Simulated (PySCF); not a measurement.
**C2H4B (charge −1): density, localisation and related maps**

```xyz
7

B    -1.1280   -0.1651   -0.1725
C     0.4304   -0.0947    0.0831
C     1.6428   -0.0401    0.2820
H    -1.7218   -0.4251    0.8894
H    -1.5374    0.9263   -0.6074
H     2.7014    0.0073    0.4560
H    -1.3828   -1.0532   -1.0057
```

Geometry: PBE0-D3(BJ)/ma-def2-SVP.

Theory: DFT single point, gas phase, functional wB97X in PySCF 2.14.0, density-fitted response routines.

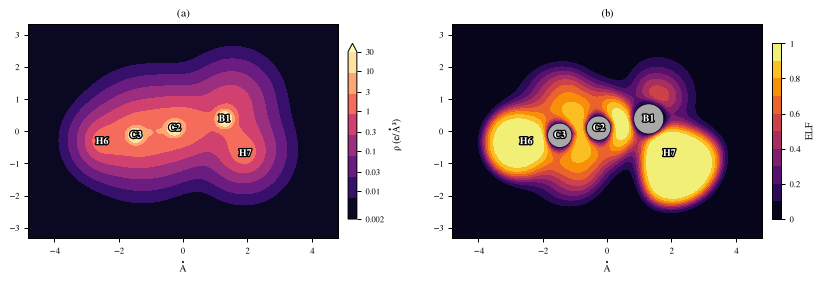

Figure 1. (a) total electron density; (b) ELF on the plane of atoms C2, B1 and H7. Grey discs cover the atomic cores in the ELF map.

Question: Interpret the plot.

Answer: The section cuts through B, C and H sites.
C–C (1.23 Å): ρ is about 2.7 e/Å³ halfway; the ELF peaks at about 0.90 between the atoms; a short, multiple covalent bond.
C–B (1.58 Å): ρ at the midpoint is about 1.3 e/Å³; the ELF peaks at about 1 between the atoms, as expected for localised, covalent bonding.
C–H (1.07 Å): ρ is about 2 e/Å³ halfway; the ELF climbs to about 1 towards the hydrogen, as it does in any bond to H: a covalent bond by its length.
B–H (1.24 Å): ρ is about 1 e/Å³ halfway; the ELF climbs to about 1 towards the hydrogen; an ordinary covalent bond to hydrogen.

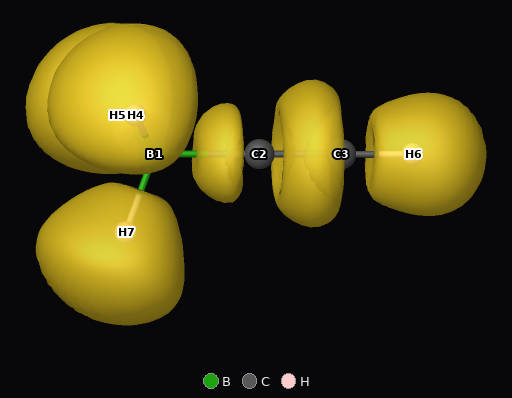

Figure 2. Isosurface of the electron localisation function at 0.75 (yellow), seen across its widest extent. Only the valence region is drawn (cores and ρ < 0.01 e/Å³ removed).

Question: Describe the localisation domains.

Answer: The ELF exceeds this value in one region between bonded B–C atoms (shared pairs), one region between bonded C–C atoms (shared pairs) and four regions around hydrogen nuclei.
